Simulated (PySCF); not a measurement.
**H$_{3}$P, SMILES `P`: what the electrons do**

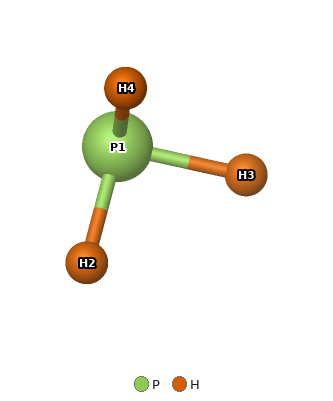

The molecule, with its atoms numbered as below. No frequency check shows the geometry to be a minimum.

Geometry (Å), atoms numbered from 1:

```
P1      -0.0000    0.0000    0.1280
H2      -1.0996    0.3515   -0.6405
H3       0.8545    0.7766   -0.6401
H4       0.2456   -1.1281   -0.6402
```

Part 1: Bonding charge

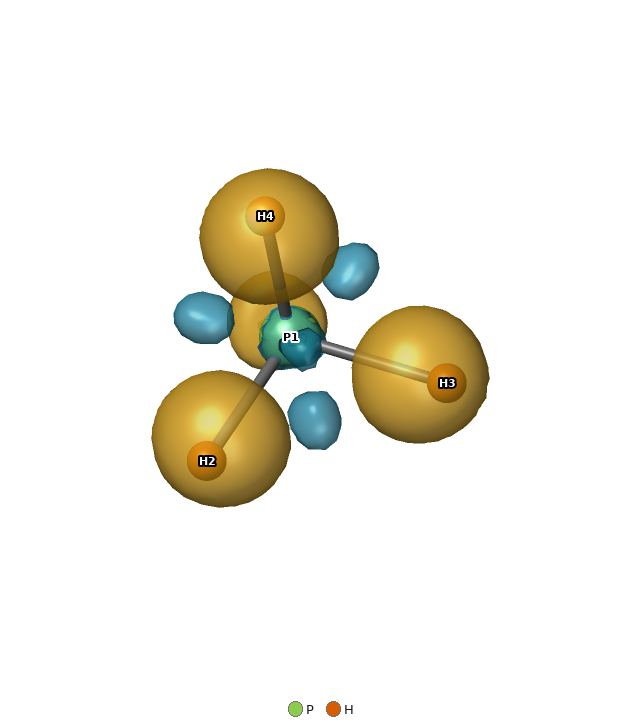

Deformation density (molecule less spherical, spin-averaged free atoms at the same positions), surfaces at ±0.12 e/Å³; yellow: gain, teal: loss.

Method: ωB97X/def2-TZVP; geometry: GFN2-xTB; program: PySCF.

> How much density has each bond gained at its critical point, relative to the free atoms?

P1–H2, P1–H3 and P1–H4: +0.25 e/Å³ at the bond critical point (bond length 1.39 Å, Mayer order 1.0). In all, 0.9 electrons gather in the regions of gain relative to the promolecule.

> Where do the Hirshfeld charges lie?

The highest Hirshfeld charge is on P1 (+0.04 e), the lowest on H2, H3 and H4 (−0.01 e).

```tsv
atom	charge (e)
P1	+0.04
H2	−0.01
H3	−0.01
H4	−0.01
```

Part 2: Bond critical points

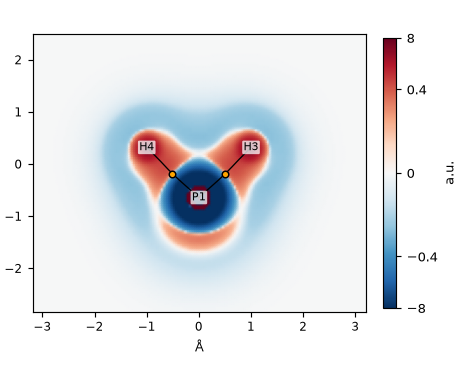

Negative Laplacian of the density (−∇²ρ) in the plane of P1, H3 and H4 (red positive, blue negative, colour scale in a.u., logarithmic beyond ±0.04), with bond paths and bond critical points (dots).

> Sort the bonds in the plane by the sign of ∇²ρ at their critical points.

Concentrated (∇²ρ < 0): P1–H3 and P1–H4 (−0.03 a.u.). At none is it depleted.

Part 3: Local ionisation energy

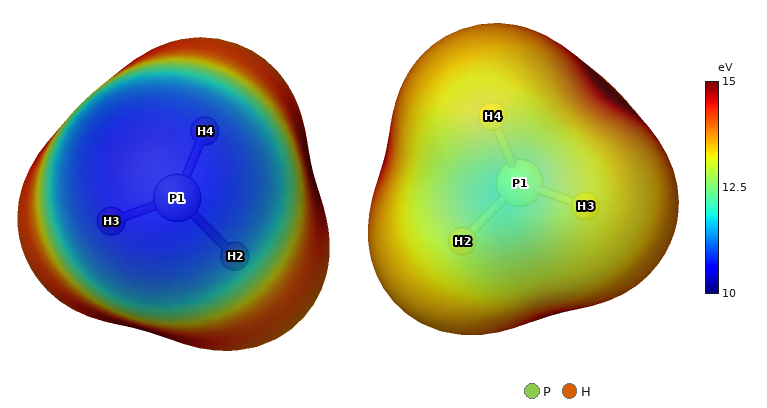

Average local ionisation energy on the surface of electron density 0.001 a.u. (back view left, front view right).

> Where are the most loosely bound electrons on this surface?

The lowest value is 10.6 eV, 2.4 Å from P1. Further minima include 12.2 eV, near H3 (1.87 Å), H4 (1.97 Å) and H2 (1.99 Å), over P1 (2.3 Å). For comparison, the highest occupied orbital lies at −10.3 eV.

> What volume does the surface enclose, and what is the dipole moment?

About 55 Å³; the dipole moment is 0.7 D.

Part 4: In an electric field

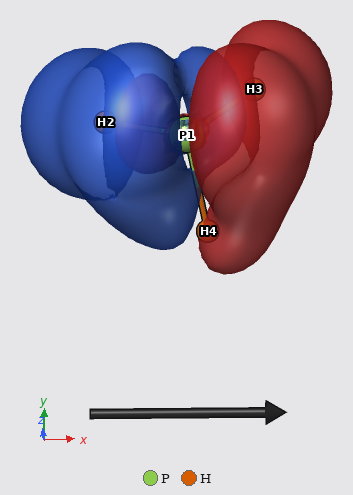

Change of the electron density in a uniform field of 0.21 V/Å along +x (arrow), surfaces at ±0.001 e/Å³ (blue: gain, red: loss).

Computed with PySCF, ωB97X/def2-TZVP, geometry: GFN2-xTB. A basis without diffuse functions makes polarisabilities too small.

> What dipole is induced, and what polarisability does it imply?

The induced dipole is 0.26 D (along the field); α along this axis, from the fields in both directions, is 26 bohr³ (3.8 Å³).

> Which atoms gain and lose the most charge?

Electrons gather most on H2 (Hirshfeld charge changes by −0.010 e) and leave H3 most (+0.007 e); 0.029 electrons are displaced in all.

Part 5: Removing or adding an electron

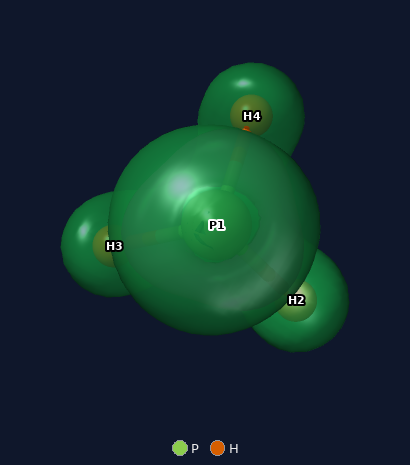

Fukui function f⁻ = ρ(N) − ρ(N−1) at fixed geometry, surfaces at ±0.04 e/Å³ (green positive, purple negative).

Level of theory: ωB97X/def2-TZVP (PySCF), at a geometry from GFN2-xTB.

> On which atoms does the density change most on removal of an electron?

f⁻ (Hirshfeld-condensed) is largest on P1 (0.63); the vertical ionisation energy is 10.60 eV. Condensed values hint at sites of electrophilic attack but needn't mark the atom that reacts. Orbital relaxation makes it negative in places (0.10 e in all).

```
atom     f⁻  charge
  P1  +0.63   +0.04
  H2  +0.12   −0.01
  H3  +0.12   −0.01
  H4  +0.12   −0.01
```

The PySCF runs shown took 4.5 s, 7.3 s and 22 s on 1 thread of Intel(R) Xeon(R) Platinum 8259CL CPU @ 2.50GHz (Skylake/Cascade Lake), on a shared host.
